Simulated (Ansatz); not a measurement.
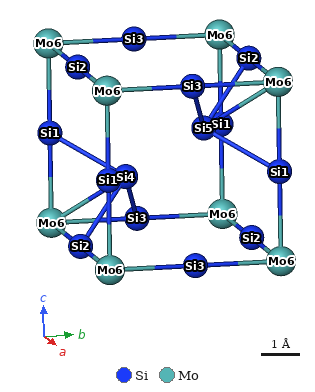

This is the input geometry for a relaxation of solid Si₅Mo (a generated structure, set up in R-3m). The picture is a ball-and-stick view of the cell of the calculation, seen slightly off an axis.

These are results of Ansatz 0.2.0, DFT PBE, scalar-relativistic, plane waves, PAW, not measurements.

Input file:
```yaml
crystal:
  lattice:
    - [3.5971979622, 2.0768432118, 2.7187471685]
    - [-3.5971979622, 2.0768432118, 2.7187471685]
    - [0.0, -4.1536864236, 2.7187471685]
  atoms:
    - { symbol: Si, position: [0.0, 0.0, 0.5] }
    - { symbol: Si, position: [0.5, 0.0, 0.0] }
    - { symbol: Si, position: [0.0, 0.5, 0.0] }
    - { symbol: Si, position: [0.3277159709, 0.3277159709, 0.3277159709] }
    - { symbol: Si, position: [0.6722840291, 0.6722840291, 0.6722840291] }
    - { symbol: Mo, position: [0.0, 0.0, 0.0] }
basis:
  ecutwfc: 420
kpoints:
  mp_grid: { grid: [12, 12, 12] }
hamiltonian:
  xc: pbe
scf:
  occupations: { method: gaussian, width: 0.1 }
output:
  forces: true
  stress: true
  eigenvalues: true
relax:
  adjacent_minimum: "off"
  f_tol: 0.01
  max_steps: 80
  cell: { stress_tol: 0.05 }
```

Run as
```bash
ansatz run input.yaml --threads 1 --pin off --max-ram 2560MiB --backend cpu --events-out ev --progress --plain --runs-dir out
```

> What does the optimiser find from here?

The energy falls by 61.0 meV per atom in 11 accepted moves (12 points after the start). Largest force component: 0.061 eV/Å at the start, 0.0049 eV/Å at the end. Pressure: −0.12 GPa at the start and 0.00 GPa at the end. At 1 point the geometry stayed and the basis and grid were re-selected for the new cell (energy shift of 0.2 meV per atom at most each time). The largest moves relative to the cell, 0.13 Å, are those of Si4 and Si5. Si5 goes along [−1 −1 −1]. Mo stays in place. The volume changes by −4.8 %, with a = b = c 4.964 → 4.955 Å (−0.2 %), α 92.9° → 99.5°, β 92.9° → 99.5°, γ 92.9° → 99.5°. Some distances before and after: Si4–Si5 2.810 → 2.164 Å, Si4–Mo6 2.673 → 2.433 Å, Si1–Si4 2.457 → 2.521 Å, Si1–Mo6 2.482 → 2.478 Å. New bonds form: Si4–Si5 (2.81 → 2.16 Å). Bond angles that change, for instance: Si4–Si2–Mo6 65.5° → 58.2°, Si4–Si2–Mo6 114.5° → 121.8°, Si1–Si5–Si2 94.1° → 97.2°. The space group stays R-3m (No. 166).

Step by step:

```
step  E − E(0), meV/atom  largest force component, eV/Å  pressure, GPa  volume, Å³/atom                      note
   0                0.00                         0.0606          -0.12           20.311                          
   1               -0.21                         0.0454           0.04           20.232                          
   2               -0.39                         0.0418          -0.21           20.192                          
   3               -0.49                         0.0173          -0.08           20.155                          
   4               -0.55                         0.0071           0.02           20.112                          
   5               -0.60                         0.0180           0.04           20.066                          
   6               -1.01                         0.0589           0.02           19.977                          
   7              -28.86                         0.4099          -1.06           19.535                          
   8              -29.34                         2.8895           2.02           18.998                          
   9              -52.32                         0.9872          -0.15           19.500                          
  10              -60.61                         0.1758           0.39           19.269                          
  11              -60.86                         0.0047          -0.01           19.343                          
  12              -61.04                         0.0049           0.00           19.343  same geometry, new basis
```

Final geometry:

```xyz
6
Lattice="3.7811 2.1830 2.3434 -3.7811 2.1830 2.3434 0.0000 -4.3660 2.3434" Properties=species:S:1:pos:R:3 pbc="T T T"
Si    0.0000   -2.1830    1.1717
Si    1.8905    1.0915    1.1717
Si   -1.8905    1.0915    1.1717
Si    0.0000    0.0000    2.4331
Si    0.0000    0.0000    4.5972
Mo    0.0000    0.0000    0.0000
```

After the run, drawn alike:

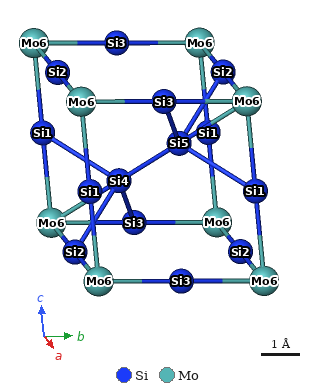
